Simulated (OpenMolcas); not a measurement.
**One shape, several levels: C2H4 (ethylene)**

We compute a comparison of 6 runs (HF/def2-TZVP, B3LYP/6-31G*, B2PLYP/def2-TZVP, BLYP/def2-TZVP, M06-2X/def2-TZVP, TPSS/def2-TZVP) of C2H4 (ethylene). 

The calculation is run with OpenMolcas 26.06.

### 1 The structure to begin with

The species is C2H4 (6 atoms), meant as a singlet with charge 0. As SMILES, `C=C`. The shape is that of a PBE0-D4/def2-TZVP optimisation.

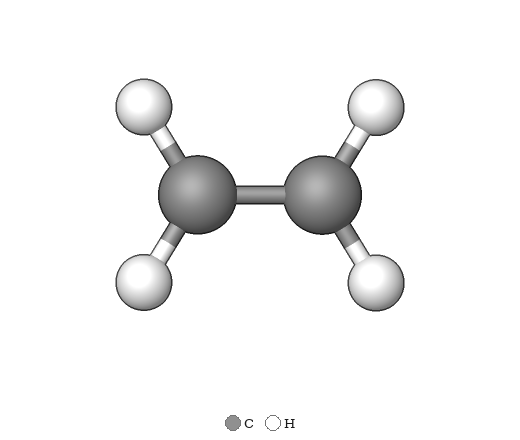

Viewed from a chosen angle; carbon grey, hydrogen white.

### 2 Energy and forces at HF/def2-TZVP (run 1)

input.xyz

```xyz
6

C     -0.087440    -0.639940    -0.142820
C      0.087490     0.639940     0.142810
H      0.031980    -1.412740     0.608940
H     -0.357440    -0.969100    -1.140500
H     -0.032090     1.412740    -0.608910
H      0.357510     0.969090     1.140480
```

run.inp

```
* C2H4 Hartree-Fock
&GATEWAY
BasLib=$CurrDir
Coord=input.xyz
Basis=def2-TZVP
Group=NoSym
&SEWARD
&SCF
Thresholds=1e-10 1e-07 1e-07 1e-05
PrOrbitals=1 1
&ALASKA
```

The basis set def2-TZVP is read from a file made from the Basis Set Exchange's data (not shown).

Launch:

```sh
export MOLCAS_MEM=1860
pymolcas run.inp > run.log
```

Log:

```text
--- Start Module: gateway ---
[...]
--- Stop Module: gateway /rc=_RC_ALL_IS_WELL_ ---
[...]
      Basis functions           86
[...]
--- Start Module: scf ---
[...]
       Convergence after  10 Iterations
[...]
::    Total SCF energy                                -78.0651483434
[...]
      Total spin, S                                     0.0000000000
[...]
      Total electronic charge=   16.000000
      Total            charge=   -0.000000
[...]
      Dipole Moment (debye):
      Origin of the operator (angstrom)=    0.0000   -0.0000   -0.0000
                   X= -1.0648E-04               Y=  1.1384E-05               Z=  2.5402E-05           Total=  1.1006E-04
      Quadrupole Moment (debye*angstrom):
[...]
--- Stop Module: scf /rc=_RC_ALL_IS_WELL_ ---
[...]
--- Start Module: alaska ---
[...]
 *              Molecular gradients               *
 **************************************************
  Irreducible representation: a
 ------------------------------------------------------------------------------------------
                              X                       Y                       Z
 ------------------------------------------------------------------------------------------
  C1               -6.18874125700386E-04   -4.48165998161620E-03   -1.00376475278985E-03
  C2                6.30193872534379E-04    4.48887901937756E-03    1.00137289614111E-03
  H3                7.53804765245780E-04   -5.19156444284130E-03    4.86838789234612E-03
  H4               -1.77614147228145E-03   -2.29916304331246E-03   -6.53669955421465E-03
  H5               -7.67415467651467E-04    5.18703161587375E-03   -4.86090920281534E-03
  H6                1.77843242786258E-03    2.29647683248202E-03    6.53161272130509E-03
 ------------------------------------------------------------------------------------------
[...]
```

Wall time 6.9 s (1 thread of Arm Neoverse V1, shared host); peak memory 0.47 GiB.

### 3 Energy and gradient at B3LYP/6-31G(d) (spherical functions) (run 2)

mol.input

```
&GATEWAY
 BASLIB=$CurrDir
 COORD
 6
 angstrom
 C       -0.087440      -0.639940      -0.142820
 C        0.087490       0.639940       0.142810
 H        0.031980      -1.412740       0.608940
 H       -0.357440      -0.969100      -1.140500
 H       -0.032090       1.412740      -0.608910
 H        0.357510       0.969090       1.140480
 BASIS=6-31Gs
 GROUP=NoSym

&SEWARD
 GRIDINPUT
 Grid=UltraFine
 End of Grid

&SCF
 KSDFT=B3LYP
 THRESHOLDS=1e-10 1e-07 1e-07 1e-05
 PRORBITALS=1 2

&ALASKA
```

The basis set 6-31G* is read from a file made from the Basis Set Exchange's data (not shown).

Launch:

```sh
export MOLCAS_MEM=1860
pymolcas mol.input > mol.log
```

Log:

```text
--- Start Module: gateway ---
[...]
--- Stop Module: gateway /rc=_RC_ALL_IS_WELL_ ---
[...]
      Basis functions           36
[...]
--- Start Module: scf ---
[...]
       Convergence after  10 Iterations
[...]
::    Total KS-DFT energy                             -78.5857080011
[...]
      Total spin, S                                     0.0000000000
[...]
      Total electronic charge=   16.000000
      Total            charge=   -0.000000
[...]
      Dipole Moment (debye):
      Origin of the operator (angstrom)=    0.0000   -0.0000   -0.0000
                   X= -8.9187E-05               Y=  1.0787E-05               Z=  2.1179E-05           Total=  9.2299E-05
      Quadrupole Moment (debye*angstrom):
[...]
--- Stop Module: scf /rc=_RC_ALL_IS_WELL_ ---
[...]
--- Start Module: alaska ---
[...]
 *              Molecular gradients               *
 **************************************************
  Irreducible representation: a
 ------------------------------------------------------------------------------------------
                              X                       Y                       Z
 ------------------------------------------------------------------------------------------
  C1                1.01346870329322E-03    7.45052398503443E-03    1.65900936295005E-03
  C2               -1.00491241552891E-03   -7.44338090724472E-03   -1.66081122248452E-03
  H3               -5.30779819066796E-05    1.93558357670520E-03   -8.56109086866397E-04
  H4                4.98467921475787E-04    1.31680494722797E-03    1.58536996251613E-03
  H5                4.22528430660818E-05   -1.94018529111739E-03    8.62980081132170E-04
  H6               -4.96199070395664E-04   -1.31934631063058E-03   -1.59043909723966E-03
 ------------------------------------------------------------------------------------------
[...]
```

Run time: 9.6 s. Hardware: 1 thread of Arm Neoverse V1, shared host; peak memory 0.37 GiB.

Runs 3 to 5 aren't shown in full; the table further down has their settings and results.

### 4 Energy and gradient at TPSS/def2-TZVP (run 6)

mol.xyz

```xyz
6

C     -0.087440    -0.639940    -0.142820
C      0.087490     0.639940     0.142810
H      0.031980    -1.412740     0.608940
H     -0.357440    -0.969100    -1.140500
H     -0.032090     1.412740    -0.608910
H      0.357510     0.969090     1.140480
```

job.inp

```
* C2H4 Kohn-Sham DFT
>>> EXPORT MOLCAS_PRINT=2

&GATEWAY
 BasLib = $CurrDir
 Coord = mol.xyz
 Basis = def2-TZVP
 Group = NoSym

&SEWARD
 GridInput
 Grid=UltraFine
 End of Grid

&SCF
 KSDFT = 2
 1.0 MGGA_X_TPSS
 1.0 MGGA_C_TPSS
 Thresholds = 1e-10 1e-07 1e-07 1e-05
 PrOrbitals = 1 2

&ALASKA
```

The basis set def2-TZVP is read from a file made from the Basis Set Exchange's data (not shown).

Launch:

```sh
export MOLCAS_MEM=1860
pymolcas job.inp > job.log
```

Log:

```text
--- Start Module: gateway ---
[...]
--- Stop Module: gateway /rc=_RC_ALL_IS_WELL_ ---
[...]
      Basis functions           86
[...]
--- Start Module: scf ---
[...]
       Convergence after  11 Iterations
[...]
::    Total KS-DFT energy                             -78.6324830582
[...]
      Total spin, S                                     0.0000000000
[...]
      Total electronic charge=   16.000000
      Total            charge=   -0.000000
[...]
      Dipole Moment (debye):
      Origin of the operator (angstrom)=    0.0000   -0.0000   -0.0000
                   X= -9.6245E-05               Y=  1.1431E-05               Z=  2.3101E-05           Total=  9.9636E-05
      Quadrupole Moment (debye*angstrom):
[...]
--- Stop Module: scf /rc=_RC_ALL_IS_WELL_ ---
[...]
--- Start Module: alaska ---
[...]
 *              Molecular gradients               *
 **************************************************
  Irreducible representation: a
 ------------------------------------------------------------------------------------------
                              X                       Y                       Z
 ------------------------------------------------------------------------------------------
  C1                9.22958122812068E-04    6.78806132997956E-03    1.51137146360658E-03
  C2               -9.14473550722161E-04   -6.78117890489816E-03   -1.51316142465285E-03
  H3               -8.68631975258216E-05    1.52306045138895E-03   -8.55854286269553E-04
  H4                4.25568289296518E-04    9.48620987009541E-04    1.41073781941570E-03
  H5                7.62090110636438E-05   -1.52749073601299E-03    8.62543141477046E-04
  H6               -4.23398674927800E-04   -9.51073127519964E-04   -1.41563671358735E-03
 ------------------------------------------------------------------------------------------
[...]
```

It took 35 s on 1 thread of Arm Neoverse V1, shared host; peak memory 0.47 GiB.

### 5 The series

```csv
run,level,integration grid,task,frozen core orbitals,energy (Eh),dipole moment (D),HOMO energy (eV),LUMO energy (eV),wall time
1,HF/def2-TZVP,–,gradient,–,-78.065148,0.00,-10.33,3.93,6.9 s
2,B3LYP/6-31G* (spherical functions),UltraFine,gradient,–,-78.585708,0.00,-7.29,0.56,9.6 s
3,B2PLYP/def2-TZVP,UltraFine,energy,2,-78.536305,0.00,-8.78,1.58,20 s
4,BLYP/def2-TZVP,UltraFine,gradient,–,-78.575527,0.00,-6.59,-0.82,25 s
5,M06-2X/def2-TZVP,UltraFine,gradient,–,-78.571976,0.00,-9.15,1.09,37 s
6,TPSS/def2-TZVP,UltraFine,gradient,–,-78.632483,0.00,-6.75,-0.69,35 s
```

### 6 Summary of results

| quantity | value |
| --- | --- |
| run 6: total energy | -78.63248 Eh |
| run 6: dipole moment | 0.00 D |
| run 6: HOMO energy | -6.75 eV |
| run 6: LUMO energy | -0.69 eV |
| run 6: HOMO–LUMO gap | 6.06 eV |
| run 6: largest force on an atom | 0.361 eV/Å |

In words: The HOMO–LUMO gap runs from 5.78 eV (BLYP/def2-TZVP) to 14.25 eV (HF/def2-TZVP). Exact exchange widens orbital gaps. For B2PLYP the log adds the whole second-order term; the table takes 0.27 of it, as the functional is defined. Totals of different functionals can't be ranked against each other. All runs together took 2.2 min, the longest 37 s.
